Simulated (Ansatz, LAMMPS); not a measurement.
**Structural relaxation of a frame of liquid Rb(Cl,I) from 900 K (62 atoms)**

Wanted: the relaxed structure of a frame of liquid Rb(Cl,I) from 900 K (62 atoms) and its electronic structure.

Program: Ansatz 0.2.0. Level of theory: Kohn-Sham DFT, PBE, PAW (set soft_2, large core), plane waves. Results are calculated unless marked as measured.

## Step 1: The starting structure

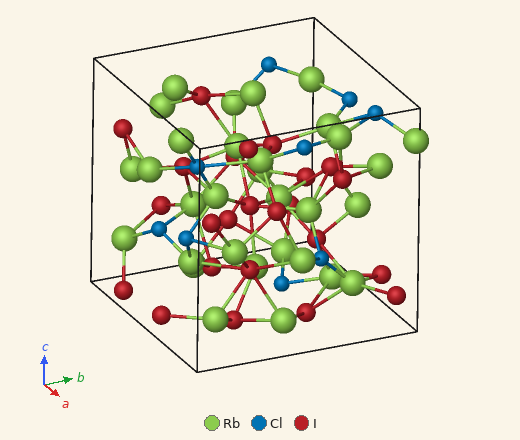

Start, viewed slightly off an axis; rubidium green, chlorine blue, iodine red. Bonds to atoms that aren't drawn are left out. Some periodic images of atoms are drawn too.

The cell holds 62 atoms: 31 Rb, 9 Cl and 22 I. Its edges and angles: a = 14.789 Å, b = 14.789 Å, c = 14.789 Å, α = 90.0°, β = 90.0°, γ = 90.0°. 62 atoms (31 Rb, 9 Cl, 22 I) placed at random at 2.96 g/cm³, melted at 1800 K for 10 ps at fixed volume with the Lennard-Jones and Coulomb ion parameters for SPC/E (Joung and Cheatham, J. Phys. Chem. B 112, 9020 (2008)), full charges. Snapshot at the end of a hold of 20 ps at 900 K and fixed volume.

What the set-up can't give: The starting topology of bonds comes from the classical model. The ion parameters were fitted for water, not for melts, so the starting structure of this cell may lie well off the real melt's. The Brillouin zone is sampled at Γ only, in a cell whose shortest periodic width is 15 Å. No spin–orbit coupling is included, so levels derived from the heavy atoms are approximate.

## Step 2: Single point at the start

The forces at the start show how far the geometry lies from a minimum of this functional.

input.yaml

```yaml
crystal:
  lattice:
    - [14.7894, 0.0, 0.0]
    - [0.0, 14.7894, 0.0]
    - [0.0, 0.0, 14.7894]
  atoms:
    - { symbol: Rb, position: [0.15662, 0.80026, 0.0546] }
    - { symbol: Rb, position: [0.34838, 0.48788, 0.6604] }
    - { symbol: Rb, position: [0.49475, 0.96813, 0.36811] }
    - { symbol: Rb, position: [0.46731, 0.49802, 0.94233] }
    [... 52 atom lines left out ...]
    - { symbol: I, position: [0.21097, 0.03325, 0.76475] }
    - { symbol: I, position: [0.64032, 0.33882, 0.02682] }
    - { symbol: I, position: [0.22104, 0.86468, 0.40128] }
    - { symbol: I, position: [0.54737, 0.55047, 0.73557] }
    - { symbol: I, position: [0.99843, 0.90354, 0.17852] }
    - { symbol: I, position: [0.90069, 0.40201, 0.60666] }
kpoints:
  mp_grid: { grid: [1, 1, 1] }
hamiltonian:
  xc: pbe
  pseudopotentials: { kind: paw, core: large }
scf:
  occupations: { method: fermi_dirac, width: 0.025 }
output:
  forces: true
  stress: true
  populations: true
  dos:
    method: { smearing: { sigma: 0.1 } }
    de: 0.1
    projected: { site_lists: { Cl: [Cl], I: [I], Rb: [Rb] } }
  eigenvalues: true
```

Started as:

```sh
$ ansatz run input.yaml --threads 4 --pin off --max-ram 8192MiB --backend cpu --events-out ev --progress --plain --runs-dir out
```

It took 42 s on 4 threads of Arm Neoverse V1, shared host; peak memory 3.1 GiB.

The program notes that potentials were chosen by core size.

The run gave:

| Quantity | Value |
| --- | --- |
| free energy | -224784.4321 eV |
| free energy per atom | -3625.5554 eV/atom |
| SCF cycles | 10 |
| pressure | 0.756 GPa |
| r.m.s. force component | 0.295 eV/Å |
| longest force | 0.981 eV/Å |
| Fermi energy | 2.628 eV |
| gap (highest filled to lowest empty level) | 2.976 eV |
| spilling of the projection | 0.003837 |

The r.m.s. force component of 0.29 eV/Å and the pressure of 0.76 GPa set the starting point.

Length of the force by element:

```tsv
element	coordination	atoms	mean length of the force (eV/Å)	spread	least	most
Cl	all	9	0.452	0.205	0.159	0.753
I	all	22	0.469	0.217	0.162	0.981
Rb	all	31	0.463	0.217	0.0851	0.917
```

## Step 3: Relaxation

The atoms are relaxed in the fixed cell, aiming at the force tolerance of the input.

input.yaml, the sections that differ from step 2:

```yaml
output:
  forces: true
relax:
  f_tol: 0.03
  max_steps: 186
# crystal, kpoints, hamiltonian, scf: as in step 2
```

The job ended after 4.2 min (4 threads; peak memory 3 GiB; 16 min of CPU time).

The steps of the relaxation:

```tsv
step	energy less that of the first step (eV)	largest force component (eV/Å)
1	0.0000	0.8540
2	-2.1018	0.5196
3	-3.3602	0.3045
4	-4.0097	0.1968
5	-4.4092	0.0774
6	-4.5852	0.0948
7	-4.7068	0.0530
8	-4.7677	0.0467
9	-4.8135	0.0727
10	-4.8379	0.0687
11	-4.8532	0.0251
12	-4.8532	0.0250
13	-4.8601	0.0170
14	-4.8633	0.0130
15	-4.8654	0.0123
```

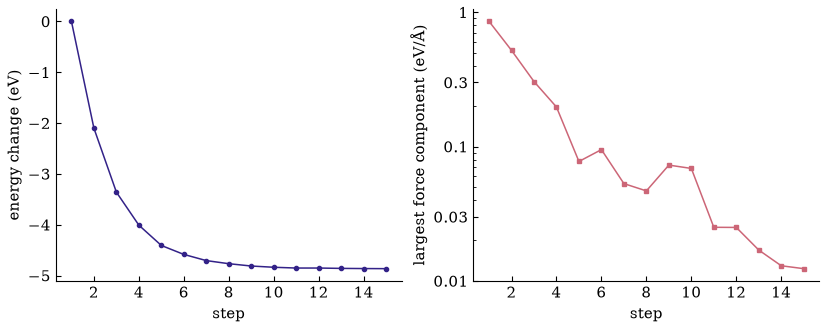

Energy and largest force along the relaxation.

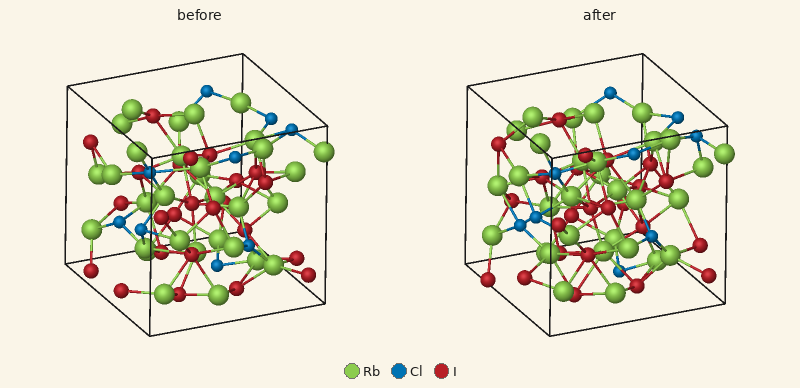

The structure before and after the relaxation, drawn at the same scale. Bonds to atoms that aren't drawn are left out.

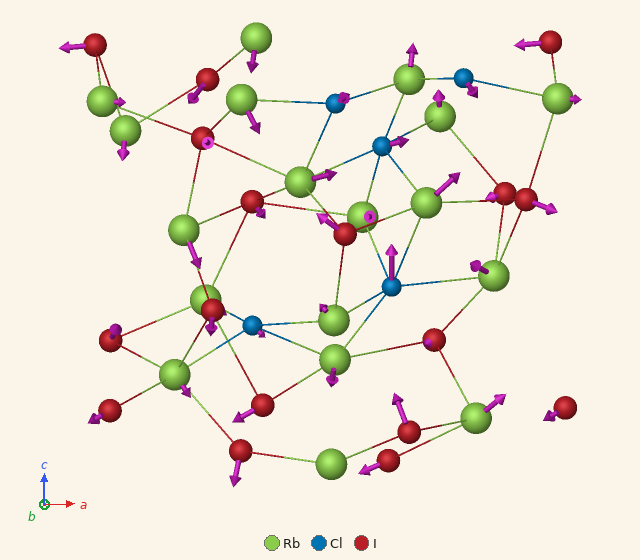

Displacements in the relaxation, exaggerated; the longest in the cell stands for 1.17 Å. Drawn is a slice 9 Å thick, seen along the normal of the ac plane. Bonds to atoms that aren't drawn are left out.

The atoms that moved most (Å):

```tsv
atom	dx	dy	dz	length
Cl36	-0.032	-0.430	1.085	1.167
I53	-0.317	0.427	0.869	1.019
Rb7	0.746	0.289	0.628	1.016
I54	-0.386	0.712	-0.614	1.016
Cl40	0.399	0.066	0.922	1.006
Rb12	0.352	0.431	0.831	1.000
Rb20	-0.410	0.829	-0.245	0.957
I44	0.099	-0.847	0.406	0.944
```

The relaxation changed the energy by -78.5 meV/atom, and atoms moved by 0.65 Å r.m.s., 1.2 Å at most.

## Step 4: Distances and neighbours after relaxation

Bonds before and after, by the cutoffs listed below:

```tsv
pair	bonds before	bonds after	mean before (Å)	mean after (Å)	spread before (Å)	spread after (Å)
Rb-I	119	129	3.730	3.802	0.319	0.199
Rb-Cl	42	43	3.353	3.306	0.279	0.099
```

Density 2.96 g/cm³, 52.17 Å³ an atom.

g(r), total and by pair (bins of 0.2 Å):

```tsv
r (Å)	total	Rb-Rb	Rb-I	Rb-Cl	I-I	I-Cl	Cl-Cl
3.10	0.33	0.00	0.00	2.31	0.00	0.00	0.00
3.30	1.87	0.00	0.00	12.88	0.00	0.00	0.00
3.50	0.98	0.00	1.66	2.69	0.00	0.00	0.00
3.70	3.37	0.00	9.35	0.35	0.00	0.00	0.00
3.90	1.47	0.00	4.00	0.00	0.00	0.00	2.17
4.10	0.68	0.47	1.14	0.00	0.30	0.77	1.82
4.30	1.01	2.02	0.61	0.00	0.56	1.76	1.66
4.50	0.86	1.72	0.19	0.23	1.31	1.27	1.62
4.70	1.33	2.42	0.51	0.41	1.90	1.76	2.91
4.90	0.84	1.01	0.24	0.58	0.66	2.69	2.67
5.10	1.21	1.55	0.15	0.53	3.06	2.73	1.26
5.30	0.98	1.53	0.40	0.16	1.72	2.09	0.00
5.50	0.91	1.33	0.25	0.46	1.93	1.73	0.00
5.70	0.64	0.99	0.23	0.43	1.62	0.40	0.00
5.90	0.77	1.31	0.43	0.79	0.76	0.57	0.91
6.10	0.72	1.30	0.36	0.50	1.00	0.69	0.00
6.30	0.60	1.01	0.33	0.46	0.80	0.50	0.78
6.50	0.93	0.63	0.85	1.42	0.50	1.68	1.48
6.70	0.90	0.72	0.75	1.54	0.94	1.02	0.00
6.90	1.14	1.29	1.16	1.06	0.67	1.50	0.68
7.10	1.31	1.22	1.39	1.46	0.95	1.67	0.61
7.30	1.73	1.41	2.50	1.48	1.70	0.37	1.19
```

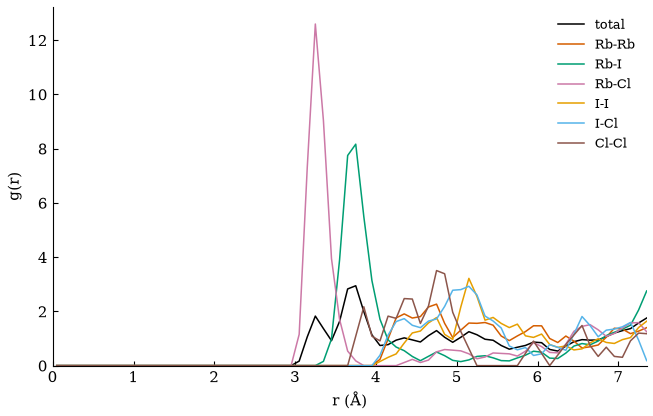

Pair distribution functions, lightly smoothed.

Bonds by pair of elements; cutoffs follow the first minimum of g(r), held within bounds set by covalent radii, and pairs that aren't listed don't count as bonded:

```tsv
pair A-B	cutoff (Å)	bonds	mean length (Å)	spread (Å)	shortest (Å)	B about A	A about B
Rb-I	4.53	129	3.80	0.199	3.45	4.16	5.86
Rb-Cl	3.98	43	3.31	0.099	3.15	1.39	4.78
```

How many atoms have how many bonded neighbours:

```tsv
element	mean	4	5	6	7
Cl	4.78	2	7	0	0
I	5.86	0	6	13	3
Rb	5.55	0	14	17	0
```

Bond angles, per cent of each kind in bins of 5°:

```tsv
angle (°)	Rb-I-Rb	I-Rb-I	Cl-Rb-I	Rb-Cl-Rb	Cl-Rb-Cl
55–60	0.3	0.0	0.0	0.0	0.0
60–65	1.6	0.5	0.0	0.0	0.0
65–70	6.0	2.3	3.2	0.0	13.0
70–75	8.5	6.0	7.7	0.0	4.3
75–80	12.9	13.9	9.0	11.0	0.0
80–85	8.2	7.4	7.7	18.3	13.0
85–90	7.5	12.5	12.2	7.3	17.4
90–95	7.5	9.3	9.0	12.2	13.0
95–100	4.1	8.8	10.3	4.9	17.4
100–105	4.1	6.9	3.9	2.4	0.0
105–110	4.7	2.8	3.9	7.3	0.0
110–115	2.5	2.3	1.9	3.7	0.0
115–120	3.5	3.7	1.3	3.7	0.0
120–125	3.5	2.8	2.6	8.5	4.3
125–130	2.5	1.4	3.2	0.0	0.0
130–135	1.9	1.8	1.9	4.9	0.0
135–140	6.0	0.5	2.6	3.7	0.0
140–145	1.6	3.7	2.6	1.2	0.0
145–150	1.9	0.5	2.6	1.2	0.0
150–155	3.5	4.2	1.9	2.4	4.3
155–160	2.8	3.2	3.9	0.0	13.0
160–165	2.5	0.9	6.4	3.7	0.0
165–170	1.9	2.3	0.6	3.7	0.0
170–175	0.6	1.8	1.3	0.0	0.0
175–180	0.0	0.5	0.6	0.0	0.0
```

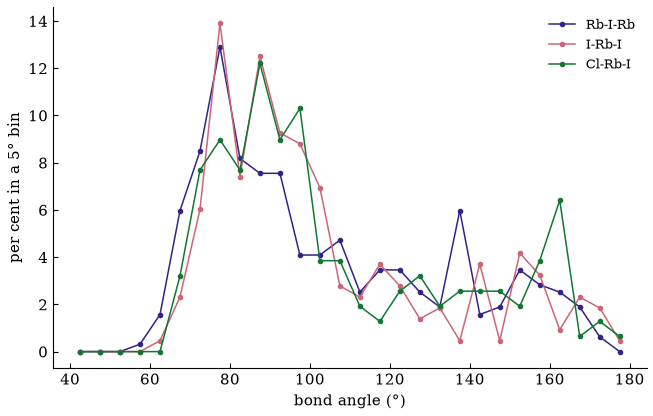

Distributions of the most common bond angles.

Bond angles (no mean is given where the spread exceeds 20°):

```tsv
angle	count	mean (°)	spread (°)
Rb-I-Rb	318	-	-
I-Rb-I	216	-	-
Cl-Rb-I	156	-	-
Rb-Cl-Rb	82	-	-
Cl-Rb-Cl	23	-	-
```

Bond length by coordination (bonds to H left out):

```tsv
element	coordination	atoms	mean bond length (Å)
Cl	4	2	3.21
Cl	5	7	3.33
I	5	6	3.71
I	6	13	3.81
I	7	3	3.93
Rb	5	14	3.65
Rb	6	17	3.7
```

For some of the pairs, g(r) has its first main peak near 3.7 Å (Rb-I) and 3.3 Å (Rb-Cl). Counting bonds as in the table, 78 % of Cl atoms have 5, 59 % of I atoms have 6 and 55 % of Rb atoms have 6 bonded neighbours.

## Step 5: Single point at the relaxed geometry

One more single point at the end of the walk gives the fuller output and checks the residual forces.

input.yaml

```yaml
crystal:
  lattice:
    - [14.7894, 0.0, 0.0]
    - [0.0, 14.7894, 0.0]
    - [0.0, 0.0, 14.7894]
  atoms:
    - { symbol: Rb, position: [0.16765, 0.77071, 0.06588] }
    - { symbol: Rb, position: [0.34264, 0.49434, 0.63118] }
    - { symbol: Rb, position: [0.4825, 0.97968, 0.38264] }
    - { symbol: Rb, position: [0.43365, 0.51275, 0.93001] }
    [... 52 atom lines left out ...]
    - { symbol: I, position: [0.22469, 0.07263, 0.75169] }
    - { symbol: I, position: [0.59736, 0.33418, 0.0087] }
    - { symbol: I, position: [0.21983, 0.88504, 0.36389] }
    - { symbol: I, position: [0.56796, 0.52386, 0.72058] }
    - { symbol: I, position: [0.97036, 0.91933, 0.16063] }
    - { symbol: I, position: [0.87497, 0.38658, 0.60117] }
kpoints:
  mp_grid: { grid: [1, 1, 1] }
hamiltonian:
  xc: pbe
  pseudopotentials: { kind: paw, core: large }
scf:
  occupations: { method: fermi_dirac, width: 0.025 }
output:
  forces: true
  stress: true
  populations: true
  dos:
    method: { smearing: { sigma: 0.15 } }
    de: 0.1
    projected: { site_lists: { Cl: [Cl], I: [I], Rb: [Rb] } }
  eigenvalues: true
  write_density: true
  write_potential: true
  volumetric_format: npy
```

Wall time 45 s (4 threads); peak memory 3.1 GiB.

The program notes that the exchange-correlation potential is rough where the density is thin.

The run gave:

| Property | Result |
| --- | --- |
| free energy | -224789.2975 eV |
| free energy per atom | -3625.6338 eV/atom |
| SCF cycles | 10 |
| pressure | -0.04614 GPa |
| r.m.s. force component | 0.00343 eV/Å |
| longest force | 0.01256 eV/Å |
| Fermi energy | 2.623 eV |
| gap (highest filled to lowest empty level) | 3.111 eV |
| spilling of the projection | 0.003531 |

Löwdin charges by element and coordination (they lack the spilled electrons, 0.028 e an atom on average):

```tsv
element	coordination	atoms	mean charge (e)	spread	least	most
Cl	all	9	-0.749	0.0044	-0.758	-0.741
Cl	4	2	-0.756	0.0022	-0.758	-0.754
Cl	5	7	-0.748	0.0028	-0.750	-0.741
I	all	22	-0.664	0.006	-0.672	-0.647
I	5	6	-0.669	0.0042	-0.672	-0.661
I	6	13	-0.663	0.0044	-0.672	-0.658
I	7	3	-0.658	0.0082	-0.665	-0.647
Rb	all	31	0.745	0.0127	0.725	0.767
Rb	5	14	0.745	0.0139	0.725	0.767
Rb	6	17	0.746	0.0116	0.731	0.765
```

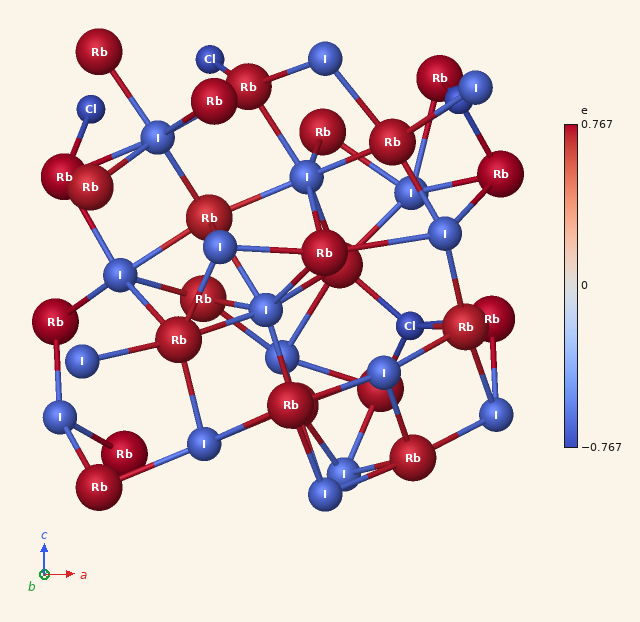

Atoms coloured by Löwdin charge. Drawn is a slice 9 Å thick, seen along the normal of the ac plane.

States in the cell by windows of 1 eV, zero at the Fermi level; the larger projections on atomic orbitals stand beside the total:

```tsv
from (eV)	to (eV)	total	I p	Cl p	Rb s
-10	-4	0.0	0.0	0.0	0.0
-4	-3	22.9	4.1	17.0	1.4
-3	-2	145.0	104.4	34.4	3.9
-2	-1	18.1	17.1	0.6	0.1
-1	1	0.0	0.0	0.0	0.0
1	2	2.0	0.0	0.0	1.6
2	3	12.7	0.8	0.1	8.6
3	4	60.5	1.8	0.4	22.3
```

Between -26 and -10 eV lie 248 more states.

About 62 of the 496 electrons lie in deeper levels, below the stored range.

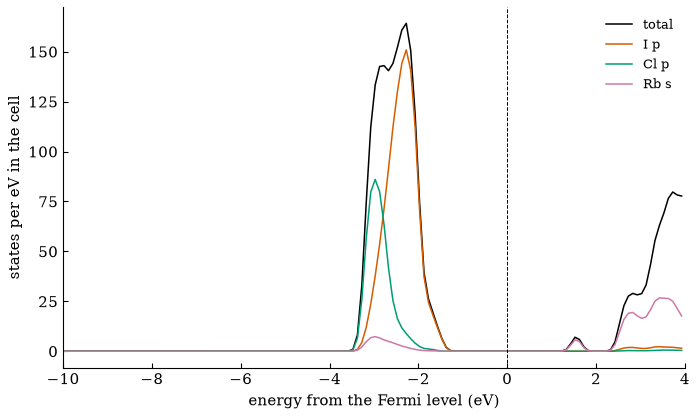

Total and projected density of states, with the broadening of the input.

The levels nearest the highest filled one (over half full), pooled over k-points and spins:

```tsv
level less the highest filled one (eV)	occupation
-0.445	2
-0.403	2
-0.245	2
-0.236	2
-0.146	2
0	2
3.11	0
4.13	0
4.17	0
4.29	0
4.33	0
4.39	0
```

Mean Löwdin charges: Cl -0.75, I -0.66, Rb +0.75 e (they miss 0.35 % of the electrons, so they add up to more than the cell's charge). The largest share in the top eV of filled states is I p (92 % of the projected weight), and in the lowest eV of empty states Rb s (84 % of the projected weight).

## Step 6: Summary of results

```json
{
 "energy change in the relaxation": "-78.47 meV/atom",
 "r.m.s. displacement": "0.653 Å",
 "largest displacement": "1.167 Å",
 "free energy per atom": "-3625.6338 eV/atom",
 "pressure": "-0.04614 GPa",
 "r.m.s. force component": "0.00343 eV/Å",
 "gap (highest filled to lowest empty level)": "3.111 eV",
 "wall time of the 3 DFT runs": "5.6 min"
}
```

Relaxation lowers the energy by 78.5 meV/atom and moves atoms by 0.65 Å r.m.s.; the r.m.s. force component goes from 0.29 to 0.0034 eV/Å, the pressure goes from 0.76 to -0.046 GPa, and the gap from 2.98 to 3.11 eV. By the final cutoffs 4 of 161 bonded pairs parted and 15 joined. First to last step the energy falls by 4.865 eV; the largest move, 1.17 Å, is that of Cl36. The Rb-I bonds change most in mean length: from 3.730 Å (spread 0.319) to 3.802 Å (spread 0.199), and their number from 119 to 129. Counting bonds as in the table, 78 % of Cl atoms have 5, 59 % of I atoms have 6 and 55 % of Rb atoms have 6 bonded neighbours. Between filled and empty levels lie 3.11 eV (at Γ alone); a semilocal functional tends to put such gaps too low. In a disordered cell it changes from sample to sample and from frame to frame.

What to keep in mind: The network of bonds at the start is that of the classical potential that made the cell; in DFT 4 of its 161 bonded pairs passed out of the cutoffs and 15 came within them.

[Logs are printed without paths, hosts, clocks, repeated set-up lines and the standing remarks that a program may print on its own settings, such as how far it seeks lower states.]

[Hosts, paths, dates, database ids (printed as entryN), source tags and the programs' standing remarks are cut or masked in the printed files.]
